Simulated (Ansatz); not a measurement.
# AlSiH+ (doublet): from Hartree-Fock to the top rungs, cc-pVDZ

How much of the correlation energy of AlSiH+ (doublet) does each wave-function method recover here?

Computed with Ansatz 0.2.0, Gaussian basis. Level: cc-pVDZ, core rule «outside noble gas», up to 10 orbitals frozen.

The runs, in order: UHF; CCSD(T) on ROHF; CCSD(T) on UHF; BCCD(T) on ROHF; CISD; CCSDT(Q) on ROHF; CCSDT(Q) on UHF; CASSCF and MRCISD+Q, 7 electrons in 9 orbitals; CASSCF and NEVPT2, 7 electrons in 9 orbitals.

17 further runs of the same task are left out: 7 that didn't finish, 10 set aside as unsound or not needed.

### Step 1. The geometry

The geometry is a PBE0/def2-TZVP stationary point (not a proven minimum) of the parent state, kept for this charge and spin.

3 atoms, charge 1, spin multiplicity 2.

Atoms are counted from 1 here; the program's logs count them from 0.

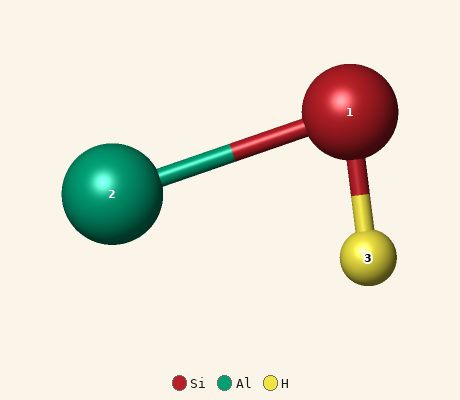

The structure; silicon red, aluminium teal, hydrogen yellow; atoms are numbered from 1 in the order of the file.

As a file:

```xyz
3
AlHSi
Si    0.0000   -0.0660    1.2777
Al    0.0000    0.0144   -1.3676
H     0.0000    1.4550    1.0066
```

In the tables R marks a restricted open-shell determinant and U an unrestricted one; 'valence' is the active space of 7 electrons in 9 orbitals; energies count from the table's Hartree-Fock row.

### Step 2. UHF

File in.yaml:

```yaml
crystal:
  periodic: [false, false, false]
  atoms:
    - {symbol: Si, position_ang: [0.000000, -0.066010, 1.277710]}
    - {symbol: Al, position_ang: [0.000000, 0.014356, -1.367591]}
    - {symbol: H, position_ang: [0.000000, 1.455013, 1.006599]}
basis:
  gaussian: {orbitals: cc-pVDZ}
total_charge: 1
magnetization: {spin_polarized: true, initial_magnetization: 1}
hamiltonian: {xc: hf}
output: {orbitals: {seedname: orbitals}}
```

Started as:

```
$ ansatz run in.yaml --threads 1 --pin off --events-out ev --progress --plain --max-ram 2393MiB
```

The log of the run:

```text
Functional definition: HF
  name "HF"
  cite "Fock, Z. Phys. 61, 126 (1930) doi:10.1007/BF01340294"
  parent pbe
  exchange = exact_x
  correlation = 0
411 factors; integrals over basis functions are off by at most 1.2e-3 eV
mean field evaluation 1: about -14450.6007 eV, gradient 8.6e0 eV
mean field evaluation 2: about -14450.6038 eV, gradient 8.6e0 eV
mean field evaluation 4: about -14451.7317 eV, gradient 9.6e-1 eV
mean field evaluation 8: about -14451.7651 eV, gradient 1.9e-1 eV
mean field evaluation 16: about -14451.8785 eV, gradient 6.1e-4 eV
mean field evaluation 32: about -14452.4006 eV, gradient 5.1e-2 eV
mean field evaluation 64: about -14449.8334 eV, gradient 6.0e0 eV
mean field evaluation 96: about -14452.4006 eV, gradient 2.9e-2 eV
mean field evaluation 128: about -14452.4009 eV, gradient 3.7e-2 eV
mean field evaluation 160: about -14450.8263 eV, gradient 5.4e0 eV
mean field evaluation 192: about -14449.0071 eV, gradient 5.8e0 eV
mean field evaluation 224: about -14451.5789 eV, gradient 2.0e0 eV
mean field evaluation 256: about -14449.8452 eV, gradient 6.5e0 eV
mean field -14452.40092977 eV, -531.1159379798 hartree, gradient 3.0e-6 eV, S^2 0.838145; 5 other end points of the search recorded, 0 dependent functions left out
reference -14452.40092977 eV, -531.1159379798 hartree; 14, 13 occupied and 27, 28 virtual orbitals, 411 factors
Total energy: -14452.40092977 eV, -531.1159379798 hartree
```

It took 1.3 s on 1 thread of AMD EPYC 7B13, shared host.

From the report: ⟨S²⟩ of the determinant 0.838 (pure doublet: 0.75).

### Step 3. CCSD(T) on ROHF

in.yaml, as its differences from that of step 2:

```diff
@@ -9,4 +9,4 @@
 total_charge: 1
-magnetization: {spin_polarized: true, initial_magnetization: 1}
-hamiltonian: {xc: hf}
-output: {orbitals: {seedname: orbitals}}
+magnetization: {spin_polarized: false, initial_magnetization: 1}
+correlation: {method: ccsd_t, electrons: outside_noble_gas}
+output: {forces: true}
```

Launched as before.

The log of the run (excerpt; [...] marks lines left out):

```text
Functional definition: HF
  name "HF"
  cite "Fock, Z. Phys. 61, 126 (1930) doi:10.1007/BF01340294"
  parent pbe
[...]
411 factors; integrals over basis functions are off by at most 1.2e-3 eV
[...]
mean field -14452.14898177 eV, -531.1066790618 hartree, gradient 2.2e-6 eV, S^2 0.750000; 13 other end points of the search recorded, 0 dependent functions left out
[...]
determinant -14452.14898177 eV, -531.1066790618 hartree, with singles and doubles -14456.02380328 eV, -531.2490761256 hartree
determinant -14451.66545837 eV, -531.0889099046 hartree, with singles and doubles -14455.61373280 eV, -531.2340063133 hartree
determinant -14449.72240844 eV, -531.0175041367 hartree, with singles and doubles -14453.64331544 eV, -531.1615948113 hartree
determinant -14448.97727754 eV, -530.9901210809 hartree, with singles and doubles -14453.01325593 eV, -531.1384405511 hartree
[...]
10 core orbitals not correlated: weight in the atoms' cores, before any rotation towards them, 1.000 or more for the frozen orbitals, at most 0.000 for the correlated occupied ones
reference -14452.14898177 eV, -531.1066790618 hartree; 4, 3 occupied and 27, 28 virtual orbitals, 411 factors
second order -2.81827387 eV of doubles, -0.10568182 eV of singles
cycle   1  -3.87459897 eV  change    2.7e-6 eV  update   1.8e-6
[...]
cycle   4  -3.87459714 eV  change   -5.9e-7 eV  update   2.9e-7
perturbative correction -0.11033068 eV, -0.0040545778 hartree
[...]
Total energy: -14456.13390959 eV, -531.2531224580 hartree
Atom 0 at     0.000000    -0.066010     1.277710 Å, force     0.000000     0.045553     0.604206 eV/Å
Atom 1 at     0.000000     0.014356    -1.367591 Å, force     0.000000    -0.006559    -0.657293 eV/Å
Atom 2 at     0.000000     1.455013     1.006599 Å, force    -0.000000    -0.038994     0.053087 eV/Å
Dipole moment:    -0.000000    -0.020898    -0.394320 e Å
```

It took 4.8 s on 1 thread of AMD EPYC 7B13, shared host.

From the report: correlation -3.9849 eV; T1 0.030; largest double amplitude 0.08.

### Step 4. CCSD(T) on UHF

in.yaml, as its differences from that of step 3:

```diff
@@ -9,3 +9,3 @@
 total_charge: 1
-magnetization: {spin_polarized: false, initial_magnetization: 1}
+magnetization: {spin_polarized: true, initial_magnetization: 1}
 correlation: {method: ccsd_t, electrons: outside_noble_gas}
```

The command is unchanged.

The log of the run (excerpt; [...] marks lines left out):

```text
Functional definition: HF
  name "HF"
  cite "Fock, Z. Phys. 61, 126 (1930) doi:10.1007/BF01340294"
  parent pbe
[...]
411 factors; integrals over basis functions are off by at most 1.2e-3 eV
[...]
mean field -14452.40092977 eV, -531.1159379798 hartree, gradient 3.1e-6 eV, S^2 0.838145; 25 other end points of the search recorded, 0 dependent functions left out
determinant -14452.40092977 eV, -531.1159379798 hartree, with singles and doubles -14456.02910612 eV, -531.2492710014 hartree
determinant -14451.87852054 eV, -531.0967397946 hartree, with singles and doubles -14455.56116856 eV, -531.2320746132 hartree
determinant -14451.87846244 eV, -531.0967376597 hartree, with singles and doubles -14455.56599105 eV, -531.2322518365 hartree
determinant -14451.76973816 eV, -531.0927421161 hartree, with singles and doubles -14455.58484396 eV, -531.2329446684 hartree
[...]
10 core orbitals not correlated: weight in the atoms' cores, before any rotation towards them, 1.000 or more for the frozen orbitals, at most 0.000 for the correlated occupied ones
reference -14452.40072809 eV, -531.1159305683 hartree; 4, 3 occupied and 27, 28 virtual orbitals, 411 factors
second order -2.63140055 eV of doubles, -0.00000000 eV of singles
cycle   1  -3.63197280 eV  change    4.8e-6 eV  update   2.8e-6
[...]
cycle   4  -3.63196918 eV  change   -1.3e-6 eV  update   4.8e-7
perturbative correction -0.10080784 eV, -0.0037046197 hartree
[...]
Total energy: -14456.13350510 eV, -531.2531075934 hartree
Atom 0 at     0.000000    -0.066010     1.277710 Å, force    -0.000000     0.046237     0.605322 eV/Å
Atom 1 at     0.000000     0.014356    -1.367591 Å, force    -0.000000    -0.006235    -0.658066 eV/Å
Atom 2 at     0.000000     1.455013     1.006599 Å, force     0.000000    -0.040002     0.052744 eV/Å
Dipole moment:     0.000000    -0.020854    -0.393967 e Å
```

Wall time 9 s (1 thread of AMD EPYC 7B13, shared host).

From the report: ⟨S²⟩ of the determinant 0.819 (pure doublet: 0.75); correlation -3.7328 eV; T1 0.026; largest double amplitude 0.08.

### Step 5. BCCD(T) on ROHF

in.yaml, as its differences from that of step 4:

```diff
@@ -9,4 +9,3 @@
 total_charge: 1
-magnetization: {spin_polarized: true, initial_magnetization: 1}
-correlation: {method: ccsd_t, electrons: outside_noble_gas}
-output: {forces: true}
+magnetization: {spin_polarized: false, initial_magnetization: 1}
+correlation: {method: bccd_t, electrons: outside_noble_gas}
```

The command is unchanged.

The log of the run (excerpt; [...] marks lines left out):

```text
Functional definition: HF
  name "HF"
  cite "Fock, Z. Phys. 61, 126 (1930) doi:10.1007/BF01340294"
  parent pbe
[...]
411 factors; integrals over basis functions are off by at most 1.2e-3 eV
[...]
mean field -14452.14898177 eV, -531.1066790618 hartree, gradient 2.2e-6 eV, S^2 0.750000; 13 other end points of the search recorded, 0 dependent functions left out
[...]
determinant -14452.14898177 eV, -531.1066790618 hartree, with singles and doubles -14456.02380328 eV, -531.2490761256 hartree
determinant -14451.66545837 eV, -531.0889099046 hartree, with singles and doubles -14455.61373280 eV, -531.2340063133 hartree
determinant -14449.72240844 eV, -531.0175041367 hartree, with singles and doubles -14453.64331544 eV, -531.1615948113 hartree
determinant -14448.97727754 eV, -530.9901210809 hartree, with singles and doubles -14453.01325593 eV, -531.1384405511 hartree
determinant -14448.85586403 eV, -530.9856592167 hartree, with singles and doubles -14453.18523600 eV, -531.1447607023 hartree
determinant -14452.14898177 eV, -531.1066790618 hartree, with singles and doubles -14456.02358346 eV, -531.2490680474 hartree
determinant -14451.66545837 eV, -531.0889099046 hartree, with singles and doubles -14455.61306679 eV, -531.2339818380 hartree
10 core orbitals not correlated: weight in the atoms' cores, before any rotation towards them, 1.000 or more for the frozen orbitals, at most 0.000 for the correlated occupied ones
reference -14452.14898177 eV, -531.1066790618 hartree; 4, 3 occupied and 27, 28 virtual orbitals, 411 factors
second order -2.81827387 eV of doubles, -0.10568182 eV of singles
cycle   1  -3.88024896 eV  change   -5.6e-3 eV  update   4.3e-3
[...]
cycle   9  -3.87641086 eV  change   -1.1e-6 eV  update   5.2e-6
perturbative correction -0.10786323 eV, -0.0039639006 hartree
Total energy: -14456.13325587 eV, -531.2530984342 hartree
```

Wall time 4 s (1 thread of AMD EPYC 7B13, shared host).

From the report: correlation -3.9843 eV; largest double amplitude 0.08.

### Step 6. CISD

in.yaml, as its differences from that of step 5:

```diff
@@ -10,2 +10,2 @@
 magnetization: {spin_polarized: false, initial_magnetization: 1}
-correlation: {method: bccd_t, electrons: outside_noble_gas}
+correlation: {active_space: {ras: {orbitals: [3, 1, 27], electrons: 7, max_holes: 2, max_particles: 2}, fixed_orbitals: true}}
```

Same command.

The log of the run:

```text
Functional definition: HF
  name "HF"
  cite "Fock, Z. Phys. 61, 126 (1930) doi:10.1007/BF01340294"
  parent pbe
  exchange = exact_x
  correlation = 0
411 factors; integrals over basis functions are off by at most 1.2e-3 eV
mean field evaluation 1: about -14450.6342 eV, gradient 1.1e1 eV
mean field evaluation 2: about -14450.6372 eV, gradient 1.1e1 eV
mean field evaluation 4: about -14451.6196 eV, gradient 1.4e0 eV
mean field evaluation 8: about -14451.6650 eV, gradient 9.6e-2 eV
mean field evaluation 16: about -14452.0612 eV, gradient 2.5e0 eV
mean field evaluation 32: about -14452.1489 eV, gradient 6.6e-2 eV
mean field evaluation 64: about -14451.6523 eV, gradient 1.0e0 eV
mean field -14452.14898177 eV, -531.1066790618 hartree, gradient 2.2e-6 eV, S^2 0.750000; 9 other end points of the search recorded, 0 dependent functions left out
reference -14452.14898177 eV, -531.1066790618 hartree; 14, 13 occupied and 27, 28 virtual orbitals, 411 factors
state -14455.76067857 eV, -531.2394064710 hartree
Total energy: -14455.76067857 eV, -531.2394064710 hartree
```

It took 1 s on 1 thread of AMD EPYC 7B13, shared host.

From the report: 9,877 determinants.

[end of part 1 of 2]
